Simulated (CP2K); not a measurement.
**SiO2 (silicon dioxide molecule): revPBE-D4/6-311+G(d,p) (ngrids 4)**

What is the energy difference between two shapes of SiO2 (silicon dioxide molecule) at revPBE-D4/6-311+G** (ngrids 4)? 

Program for the calculation: CP2K 2026.2.

1 further run of the same task is left out (set aside as unsound or not needed). Runs told in other sessions of the task aren't counted.

## (1) The system as given

SiO2 has 3 atoms, charge 0, and is taken as a singlet. As SMILES, `O=[Si]=O`. Geometry: relaxed at PBE0-D4/def2-TZVP.

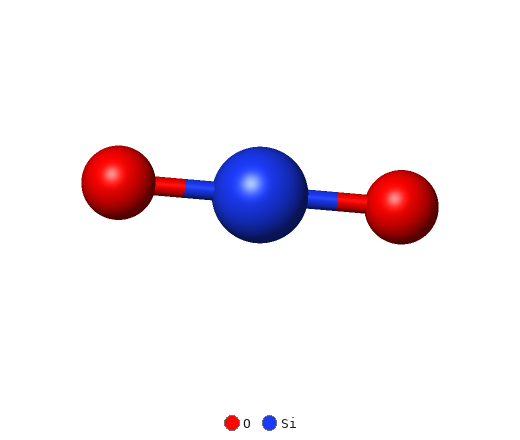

The structure, seen from a chosen angle (oxygen red, silicon blue).

## (2) The charge distribution at revPBE-D4/6-311+G(d,p) (ngrids 4)

Contents of gas.inp:

```
&GLOBAL
  PROJECT gas
  RUN_TYPE ENERGY_FORCE
  PRINT_LEVEL MEDIUM
&END GLOBAL

&FORCE_EVAL
  METHOD QS
  &DFT
    BASIS_SET_FILE_NAME ./6_311pgss.basis
    POTENTIAL_FILE_NAME POTENTIAL
    ! Quickstep
    &QS
      METHOD GAPW
      EPS_DEFAULT 1.0E-10
    &END QS
    ! real-space grids
    &MGRID
      CUTOFF 220
      REL_CUTOFF 50
      NGRIDS 4
    &END MGRID
    &POISSON
      PERIODIC NONE
      POISSON_SOLVER WAVELET
    &END POISSON
    ! self-consistent field
    &SCF
      SCF_GUESS ATOMIC
      EPS_SCF 5.0E-07
      MAX_SCF 50
      &OT
        MINIMIZER DIIS
        PRECONDITIONER FULL_ALL
      &END OT
      &OUTER_SCF
        EPS_SCF 5.0E-07
        MAX_SCF 10
      &END OUTER_SCF
    &END SCF
    &XC
      &XC_FUNCTIONAL
        &GGA_X_PBE_R
        &END GGA_X_PBE_R
        &GGA_C_PBE
        &END GGA_C_PBE
      &END XC_FUNCTIONAL
      &VDW_POTENTIAL
        POTENTIAL_TYPE PAIR_POTENTIAL
        &PAIR_POTENTIAL
          TYPE DFTD4
          REFERENCE_FUNCTIONAL revPBE
        &END PAIR_POTENTIAL
      &END VDW_POTENTIAL
    &END XC
    ! extra output
    &PRINT
      &MOMENTS
        PERIODIC F
        REFERENCE COM
        MAX_MOMENT 2
      &END MOMENTS
      &MO_CUBES
        NLUMO 5
        NHOMO -1
        WRITE_CUBE F
      &END MO_CUBES
      &HIRSHFELD OFF
      &END HIRSHFELD
      &MO_MOLDEN ON
        NDIGITS 8
        NLUMO 5
      &END MO_MOLDEN
      &OVERLAP_CONDITION ON
      &END OVERLAP_CONDITION
      &KINETIC_ENERGY ON
      &END KINETIC_ENERGY
    &END PRINT
  &END DFT
  ! structure
  &SUBSYS
    &CELL
      ABC 11.1 11.1 11.1
      PERIODIC NONE
    &END CELL
    &COORD
      O      0.697730     1.229600     0.518760
      Si    -0.000010     0.000000     0.000000
      O     -0.697730    -1.229610    -0.518760
    &END COORD
    &TOPOLOGY
      &CENTER_COORDINATES
      &END CENTER_COORDINATES
    &END TOPOLOGY
    &KIND O
      BASIS_SET 6-311pGss
      POTENTIAL ALL
    &END KIND
    &KIND Si
      BASIS_SET 6-311pGss
      POTENTIAL ALL
    &END KIND
  &END SUBSYS
  ! extra output
  &PRINT
    &FORCES ON
    &END FORCES
  &END PRINT
&END FORCE_EVAL
```

Command:

```bash
$ OMP_NUM_THREADS=1 cp2k.psmp -i gas.inp > gas.out 2>&1
```

Output (excerpt; [...] marks lines left out):

```text
CP2K| version string:                                       CP2K version 2026.2
[...]
 GLOBAL| Method name                                                        CP2K
[...]
 GLOBAL| Run type                                                   ENERGY_FORCE
[...]
 DFT| Spin restricted Kohn-Sham (RKS) calculation                            RKS
 DFT| Multiplicity                                                             1
[...]
 DFT| Charge                                                                   0
[...]
 FUNCTIONAL| GGA_X_PBE_R:
[...]
 FUNCTIONAL| GGA_C_PBE:
[...]
 QS| Method:                                                                GAPW
[...]
 QS| Density cutoff [a.u.]:                                                110.0
[...]
 QS| Relative density cutoff [a.u.]:                                        25.0
[...]
                             - Atoms:                                          3
[...]
                             - Spherical basis functions:                     74
[...]
 Number of electrons:                                                         30
[...]
     1 OT DIIS     0.15E+00    1.4     0.62554968      -409.5207479806 -4.10E+02
[...]
     9 OT DIIS     0.15E+00    1.0     0.00000016      -439.9000580507 -1.07E-10
  *** SCF run converged in     9 steps ***
[...]
  Overlap energy of the core charge distribution:               0.00000136601779
  Self energy of the core charge distribution:               -271.48064770046466
  Core Hamiltonian energy:                                   -174.83004969278278
  Hartree energy:                                              45.84717652187883
  Exchange-correlation energy:                                -13.61877135684345
  Dispersion energy:                                           -0.00524227899080
[...]
 WARNING : did not converge in ot_eigensolver
 number of iterations          299  exceeded maximum
 current gradient / target gradient   8.0990621111453741E-004  /    1.0000000000000001E-005
[...]
                     Mulliken Population Analysis
 #  Atom  Element  Kind  Atomic population                           Net charge
       1     O        1          8.361751                             -0.361751
       2     Si       2         13.276499                              0.723501
       3     O        1          8.361750                             -0.361750
 # Total charge                             30.000000                 -0.000000
[...]
  Dipole moment [Debye]
    X= -0.5143612E-04 Y=  0.2289949E-04 Z= -0.9065092E-06  Total=      0.0000563
  Quadrupole moment [Debye*Angstrom]
[...]
 WARNING : did not converge in ot_eigensolver
 number of iterations          299  exceeded maximum
 current gradient / target gradient   8.0990612253468573E-004  /    1.0000000000000001E-005
[...]
 HOMO - LUMO gap [eV] :    4.036345
 ENERGY| Total FORCE_EVAL ( QS ) energy [hartree]           -439.900058050686368
 FORCES| Atomic forces [hartree/bohr]
 FORCES|   Atom     x               y               z               |f|
 FORCES|      1  1.53766168E-02  2.71425099E-02  1.14609834E-02   3.32341741E-02
 FORCES|      2  1.53101956E-06  9.14438763E-07  4.39273778E-07   1.83662206E-06
 FORCES|      3 -1.53776268E-02 -2.71433636E-02 -1.14614290E-02   3.32354923E-02
 FORCES| Sum     5.21039297E-07  6.06681629E-08 -6.30964207E-09
 FORCES| Total atomic force                                       5.24597356E-07
[...]
```

Run time: 63 s. Hardware: 1 thread of Intel Xeon Platinum 8488C (Sapphire Rapids), shared host; peak memory 0.54 GiB.

Atomic charges (e):

```tsv
atom	Mulliken
O1	-0.362
Si2	+0.724
O3	-0.362
```

## (3) The distorted shape at the same level

Contents of mol.inp:

```
&GLOBAL
 PROJECT_NAME mol
 RUN_TYPE ENERGY_FORCE
 PRINT_LEVEL MEDIUM
&END

&FORCE_EVAL
 METHOD QS
 &DFT
  BASIS_SET_FILE_NAME ./6_311pgss.basis
  POTENTIAL_FILE_NAME POTENTIAL
  CHARGE 0
  MULTIPLICITY 1
  &QS
   METHOD GAPW
   EPS_DEFAULT 1.0E-10
  &END
  # real-space grids
  &MGRID
   CUTOFF 220
   REL_CUTOFF 50
   NGRIDS 4
  &END
  # cluster boundary conditions
  &POISSON
   PERIODIC NONE
   POISSON_SOLVER WAVELET
  &END
  # self-consistent field
  &SCF
   SCF_GUESS ATOMIC
   EPS_SCF 5.0E-07
   MAX_SCF 50
   &OT ON
    MINIMIZER DIIS
    PRECONDITIONER FULL_ALL
   &END
   &OUTER_SCF
    EPS_SCF 5.0E-07
    MAX_SCF 10
   &END
  &END
  &XC
   &XC_FUNCTIONAL
    &GGA_X_PBE_R
    &END
    &GGA_C_PBE
    &END
   &END
   &VDW_POTENTIAL
    POTENTIAL_TYPE PAIR_POTENTIAL
    &PAIR_POTENTIAL
     TYPE DFTD4
     REFERENCE_FUNCTIONAL revPBE
    &END
   &END
  &END
  # extra output
  &PRINT
   &MOMENTS
    PERIODIC F
    REFERENCE COM
    MAX_MOMENT 2
   &END
   &MO_CUBES
    NLUMO 5
    NHOMO -1
    WRITE_CUBE F
   &END
   &HIRSHFELD OFF
   &END
   &MO_MOLDEN ON
    NDIGITS 8
    NLUMO 5
   &END
   &OVERLAP_CONDITION ON
   &END
   &KINETIC_ENERGY ON
   &END
  &END
 &END
 # structure
 &SUBSYS
  &CELL
   ABC [angstrom] 11 11 11
   PERIODIC NONE
  &END
  &COORD
   O      0.715036     1.214248     0.535034
   Si     0.051945     0.100370     0.163106
   O     -0.707811    -1.162723    -0.581848
  &END
  &TOPOLOGY
   &CENTER_COORDINATES
   &END
  &END
  &KIND O
   BASIS_SET 6-311pGss
   POTENTIAL ALL
  &END
  &KIND Si
   BASIS_SET 6-311pGss
   POTENTIAL ALL
  &END
 &END
 # extra output
 &PRINT
  &FORCES ON
  &END
 &END
&END
```

Command:

```bash
$ OMP_NUM_THREADS=1 cp2k.psmp -i mol.inp > mol.out 2>&1
```

Output:

```text
CP2K| version string:                                       CP2K version 2026.2
 CP2K| Input file name                                                   mol.inp

 GLOBAL| Basis set file name                                   ./6_311pgss.basis
 GLOBAL| Potential file name                                           POTENTIAL
 GLOBAL| Coordinate file name                                      __STD_INPUT__
 GLOBAL| Method name                                                        CP2K
 GLOBAL| Project name                                                        mol
 GLOBAL| Run type                                                   ENERGY_FORCE
 GLOBAL| FFT library                                                       FFTW3
 GLOBAL| Diagonalization library                                       ScaLAPACK
 GLOBAL| Global print level                                               MEDIUM
 GLOBAL| Total number of message passing processes                             1
 GLOBAL| Number of threads for this process                                    1
 GLOBAL| CPU model name                          Intel(R) Xeon(R) Platinum 8488C

 CELL| Volume [angstrom^3]:                                          1331.000000
 CELL| Vector a [angstrom]:      11.000     0.000     0.000   |a| =    11.000000
 CELL| Vector b [angstrom]:       0.000    11.000     0.000   |b| =    11.000000
 CELL| Vector c [angstrom]:       0.000     0.000    11.000   |c| =    11.000000
 CELL| Angle (b,c), alpha [degree]:                                    90.000000
 CELL| Angle (a,c), beta  [degree]:                                    90.000000
 CELL| Angle (a,b), gamma [degree]:                                    90.000000
 CELL| Numerically orthorhombic:                                             YES
 CELL| Periodicity                                                          NONE

 GENERATE|  Preliminary Number of Bonds generated:                             0
 GENERATE|  Achieved consistency in connectivity generation.

 DFT| Spin restricted Kohn-Sham (RKS) calculation                            RKS
 DFT| Multiplicity                                                             1
 DFT| Number of spin states                                                    1
 DFT| Charge                                                                   0
 DFT| Self-interaction correction (SIC)                                       NO
 DFT| Cutoffs: density                                              1.000000E-10
 DFT|          gradient                                             1.000000E-10
 DFT|          tau                                                  1.000000E-10
 DFT|          cutoff_smoothing_range                               0.000000E+00
 DFT| XC density smoothing                                                  NONE
 DFT| XC derivatives                                                          PW

 FUNCTIONAL| GGA_X_PBE_R:
 FUNCTIONAL| {scale=1.000, spin-unpolarized}
 FUNCTIONAL| GGA_C_PBE:
 FUNCTIONAL| {scale=1.000, spin-unpolarized}

 vdW POTENTIAL|                                                   Pair Potential
 vdW POTENTIAL|          DFT-D4(Version 4.0)
 vdW POTENTIAL|          see
 vdW POTENTIAL|          E. Caldeweyher et al, PCCP 22: 8499 (2020)
 vdW POTENTIAL|          E. Caldeweyher et al, JCP 150: 154122 (2019)
 vdW POTENTIAL|          E. Caldeweyher et al, JCP 147: 034112 (2017)

 QS| Method:                                                                GAPW
 QS| Density plane wave grid type                        NON-SPHERICAL FULLSPACE
 QS| Number of grid levels:                                                    4
 QS| Density cutoff [a.u.]:                                                110.0
 QS| Multi grid cutoff [a.u.]: 1) grid level                               110.0
 QS|                           2) grid level                                36.7
 QS|                           3) grid level                                12.2
 QS|                           4) grid level                                 4.1
 QS| Grid level progression factor:                                          3.0
 QS| Relative density cutoff [a.u.]:                                        25.0
 QS| Interaction thresholds: eps_pgf_orb:                                1.0E-05
 QS|                         eps_filter_matrix:                          0.0E+00
 QS|                         eps_core_charge:                            1.0E-12
 QS|                         eps_rho_gspace:                             1.0E-10
 QS|                         eps_rho_rspace:                             1.0E-10
 QS|                         eps_gvg_rspace:                             1.0E-05
 QS|                         eps_ppl:                                    1.0E-02
 QS|                         eps_ppnl:                                   1.0E-07
 QS| GAPW|      One center basis from orbital basis primitives
 QS| GAPW|                   eps_fit:                                    1.0E-04
 QS| GAPW|                   eps_iso:                                    1.0E-12
 QS| GAPW|                   eps_svd:                                    1.0E-08
 QS| GAPW|                   eps_cpc:                                    1.0E-10
 QS| GAPW|   atom-r-grid: quadrature:                                     GC_LOG
 QS| GAPW|      atom-s-grid:  max l :                                          4
 QS| GAPW|      max_l_rho0 :                                                   2

 ATOMIC KIND INFORMATION

  1. Atomic kind: O                                     Number of atoms:       2

     Orbital Basis Set                                                 6-311pGss

[... 156 lines left out ...]
  Step     Update method      Time    Convergence         Total energy    Change
[... 18 lines left out ...]
  Core Hamiltonian energy:                                   -174.64376610042498
  Hartree energy:                                              45.71959370269963
  Exchange-correlation energy:                                -13.64790680314704
  Dispersion energy:                                           -0.00527318840313
[... 4 lines left out ...]
  Total energy:                                              -439.82747528511874
[... 1 line left out ...]
  outer SCF iter =    1 RMS gradient =   0.13E-02 energy =       -439.8274752851
[... 12 lines left out ...]
  Step     Update method      Time    Convergence         Total energy    Change
[... 7 lines left out ...]
  *** SCF run converged in     9 steps ***

  Electronic density on regular grids:        -21.3285512900        8.6714487100
  Core density on regular grids:               30.0000000000        0.0000000000
  Hard and soft densities (Lebedev):          -59.4911873284      -50.8197389978
  Total Rho_soft + Rho1_hard - Rho1_soft      -29.9999996205
  Total charge density (r-space):               0.0000003795
  Total Rho_soft + Rho0_soft (g-space):        -0.0000003622

  Overlap energy of the core charge distribution:               0.00001968327198
  Self energy of the core charge distribution:               -271.48064770046466
  Core Hamiltonian energy:                                   -174.65337980663614
  Hartree energy:                                              45.71589985428239
  Exchange-correlation energy:                                -13.65054887475226
  Dispersion energy:                                           -0.00527318840313

  GAPW| Exc from hard and soft atomic rho1:                   -24.39841297942133
  GAPW| local Eh = 1 center integrals:                         -1.36817861497583

  Total energy:                                              -439.84052162709895

  outer SCF iter =    2 RMS gradient =   0.23E-06 energy =       -439.8405216271
  outer SCF loop converged in   2 iterations or   59 steps

  Using OT eigensolver for additional unoccupied orbitals spin            1
  Lowest Eigenvalues of the unoccupied subspace spin            1
 -----------------------------------------------------
 WARNING : did not converge in ot_eigensolver
 number of iterations          299  exceeded maximum
 current gradient / target gradient   6.0896760008029207E-004  /    1.0000000000000001E-005
      -0.16932420     -0.06068323     -0.05312439      0.02221304
       0.03029513

 MO_MOLDEN| Writing      5 unoccupied orbitals to molden file

 !-----------------------------------------------------------------------------!
                     Mulliken Population Analysis

 #  Atom  Element  Kind  Atomic population                           Net charge
       1     O        1          8.324062                             -0.324062
       2     Si       2         13.311169                              0.688831
       3     O        1          8.364770                             -0.364770
 # Total charge                             30.000000                  0.000000

 !-----------------------------------------------------------------------------!
  Electronic kinetic energy:                                 439.71851554126494

 ELECTRIC/MAGNETIC MOMENTS
  Reference Point [Bohr]             10.43618699     10.45939633     10.55824514
  Charges
    Electronic=    -30.00000000    Core=    30.00000000    Total=     0.00000000
  Dipoles are based on the traditional operator.
  Dipole moment [Debye]
    X=  0.2999495E+00 Y=  0.4701566E+00 Z=  0.9797899E+00  Total=      1.1273886
  Quadrupole moment [Debye*Angstrom]
                XX= -0.23066197E+02         XY= -0.45402540E+01         XZ= -0.20527743E+01
                YY= -0.27940640E+02         YZ= -0.34340234E+01         ZZ= -0.21849983E+02

  Eigenvalues of the occupied subspace spin            1
 ---------------------------------------------
     -65.47672012    -18.79229523    -18.78399162     -5.13560854
      -3.54134148     -3.54128473     -3.53736286     -0.95664123
      -0.86948414     -0.42323880     -0.37106707     -0.37100879
      -0.35632781     -0.29340281     -0.29322276
 Fermi Energy [eV] :   -7.978997

  Using OT eigensolver for additional unoccupied orbitals spin            1
  Lowest Eigenvalues of the unoccupied subspace spin            1
 -----------------------------------------------------
 WARNING : did not converge in ot_eigensolver
 number of iterations          299  exceeded maximum
 current gradient / target gradient   1.0254892862478666E-003  /    1.0000000000000001E-005
      -0.16935366     -0.06068395     -0.05313071      0.02210466
       0.03009925

 HOMO - LUMO gap [eV] :    3.370650

 ENERGY| Total FORCE_EVAL ( QS ) energy [hartree]           -439.840521627088606

 FORCES| Atomic forces [hartree/bohr]
 FORCES|   Atom     x               y               z               |f|
 FORCES|      1  1.64055125E-01  2.75395992E-01  9.89827992E-02   3.35491626E-01
 FORCES|      2 -2.01660563E-01 -3.36478744E-01 -1.40488112E-01   4.16679538E-01
 FORCES|      3  3.69771291E-02  6.11620409E-02  4.22793649E-02   8.30400386E-02
 FORCES| Sum    -6.28308760E-04  7.92890714E-05  7.74052182E-04
 FORCES| Total atomic force                                       1.00010771E-03

 MEMORY| Estimated peak process memory [MiB]                                 560

 -------------------------------------------------------------------------------
 ----                             MULTIGRID INFO                            ----
 -------------------------------------------------------------------------------
 count for grid        1:         106601          cutoff [a.u.]          110.00
 count for grid        2:           4016          cutoff [a.u.]           36.67
 count for grid        3:           4477          cutoff [a.u.]           12.22
 count for grid        4:           2945          cutoff [a.u.]            4.07
 total gridlevel count  :         118039

 -------------------------------------------------------------------------------
 -                                                                             -
 -                                T I M I N G                                  -
 -                                                                             -
 -------------------------------------------------------------------------------
 SUBROUTINE                       CALLS  ASD         SELF TIME        TOTAL TIME
                                MAXIMUM       AVERAGE  MAXIMUM  AVERAGE  MAXIMUM
 CP2K                                 1  1.0    0.013    0.013   56.460   56.460
 qs_forces                            1  2.0    0.000    0.000   56.199   56.199
 qs_energies                          1  3.0    0.000    0.000   55.452   55.452
 scf_env_do_scf                       1  4.0    0.000    0.000   53.264   53.264
 scf_env_do_scf_inner_loop           59  5.0    0.005    0.005   51.112   51.112
 rebuild_ks_matrix                   60  7.0    0.000    0.000   48.971   48.971
 qs_ks_build_kohn_sham_matrix        60  8.0    0.012    0.012   48.971   48.971
 qs_ks_update_qs_env                 61  6.0    0.001    0.001   48.232   48.232
 qs_vxc_create                       60  8.9    0.002    0.002   27.790   27.790
 xc_vxc_pw_create                    60  9.9    0.387    0.387   27.788   27.788
 fft_wrap_pw1pw2                   1200 11.1    0.021    0.021   22.374   22.374
 fft_wrap_pw1pw2_110                840 12.4    0.557    0.557   21.753   21.753
 xc_rho_set_and_dset_create          60 10.9    0.342    0.342   19.048   19.048
 xc_functional_eval                 840 11.1    0.003    0.003   13.191   13.191
 libxc_lda_eval                     840 12.1   13.184   13.184   13.188   13.188
 -------------------------------------------------------------------------------

 -------------------------------------------------------------------------------
```

Run time: 58 s. Hardware: 1 thread of Intel Xeon Platinum 8488C (Sapphire Rapids), shared host; peak memory 0.54 GiB.

Atomic charges (e):

```tsv
atom	Mulliken
O1	-0.324
Si2	+0.689
O3	-0.365
```

## (4) Results

Level: revPBE-D4/6-311+G** (ngrids 4).

| quantity | value |
| --- | --- |
| first shape: total energy | -439.90006 Eh |
| first shape: dipole moment | 0.00 D |
| first shape: HOMO energy | -8.46 eV |
| first shape: LUMO energy | -4.42 eV |
| first shape: HOMO–LUMO gap | 4.04 eV |
| first shape: dispersion energy | -13.76 kJ/mol |
| first shape: largest force on an atom | 1.709 eV/Å |
| distorted shape: total energy | -439.84052 Eh |
| distorted shape: dipole moment | 1.13 D |
| distorted shape: HOMO energy | -7.98 eV |
| distorted shape: LUMO energy | -4.61 eV |
| distorted shape: HOMO–LUMO gap | 3.37 eV |
| distorted shape: dispersion energy | -13.84 kJ/mol |
| distorted shape: largest force on an atom | 21.427 eV/Å |
| energy change with the atoms displaced | 1.620 eV |

With the atoms displaced the energy rises by 1.62 eV (156 kJ/mol). The first shape isn't relaxed at this level, so the change isn't measured from a minimum. The largest force (first shape) is 1.71 eV/Å: the shape isn't a stationary point for this species at this level.
